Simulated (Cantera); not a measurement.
Charge: 1 mol CH2F2, held at 0.0278 Torr.

Cantera equilibrium calculation (NASA polynomials, part measured and part estimated; ideal gas, pure solids and liquids). Candidate condensed phases: C, C6H6, C7H8, C8H18; 110 gas species. Ions and electrons are included (thermal ionisation). The numbers say what is thermodynamically allowed, not how fast it happens.

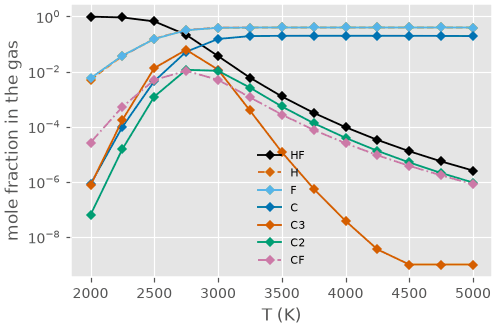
Figure: Equilibrium gas composition (values under 1e-9 drawn at 1e-9)

**Question.** Read off the mole fractions at 2750 K.

**Answer.** H about 0.33, F about 0.32, HF about 0.22, C3 about 0.062, C about 0.052, C2 about 0.012, CF about 0.011.
